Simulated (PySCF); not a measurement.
# C5H7N2O: the cost of one run

The runs use PySCF 2.14.0, with density-fitted response routines of our own; the level of theory stands in each step. All values are computed, except where a source is named. Atoms count from 0, in the outputs and in this text.

## (1) The starting structure

15 atoms, charge 1, multiplicity 1; geometry from: GFN2-xTB.

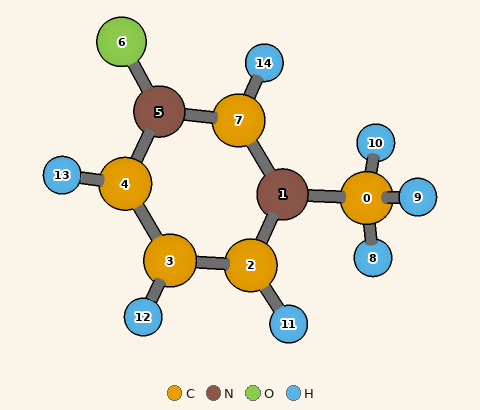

The starting geometry (carbon amber, nitrogen brown, oxygen green, hydrogen blue), atoms numbered.

## (2) Relaxing the molecule at PBE0-D3(BJ)/def2-SVP

The job: settings as JSON, then the geometry in Å.

```
{"job": {"xc": "PBE0", "basis": "def2-SVP", "d3": "d3bj", "grid": 1, "kind": "geom"}, "charge": 1, "multiplicity": 1}
C      2.562670    -0.466430    -0.095910
N      1.118470    -0.404370    -0.048780
C      0.409690    -1.535900     0.005940
C     -0.977200    -1.457500     0.064850
C     -1.587800    -0.230690     0.066880
N     -0.841690     0.919650     0.021660
O     -1.350700     2.031600     0.032380
C      0.513740     0.777230    -0.039030
H      2.882930    -1.245310    -0.786970
H      2.956000    -0.706250     0.894060
H      2.980810     0.485710    -0.414040
H      0.939880    -2.474790     0.001090
H     -1.568260    -2.358510     0.107710
H     -2.659280    -0.090270     0.105540
H      1.085880     1.695650    -0.077340
```

Q: Estimate the wall time of this first job on 8 threads of AMD EPYC 9R45 (Zen 5), shared host.

About 17 s.
